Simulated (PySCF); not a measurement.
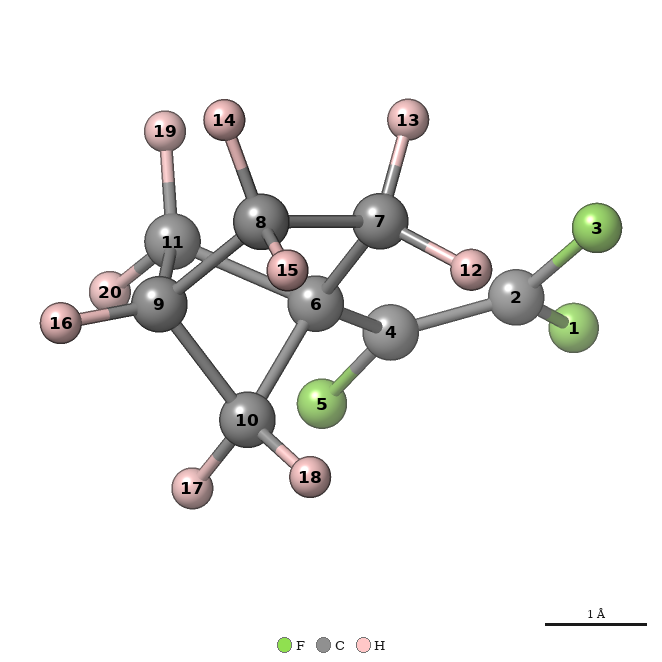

Orthographic view. Depth is shown by fading: the farther an atom, the more it takes the colour of the background. Computed geometry: PBE0-D3(BJ)/def2-SVP optimisation. No frequency run is at hand to confirm it as a minimum.

Write the connection table.

F1: C2
C2: F1, F3, C4
F3: C2
C4: C2, F5, C6
F5: C4
C6: C4, C7, C10, C11
C7: C6, C8, H12, H13
C8: C7, C9, H14, H15
C9: C8, C10, C11, H16
C10: C6, C9, H17, H18
C11: C6, C9, H19, H20
(terminal hydrogens appear only as neighbours)
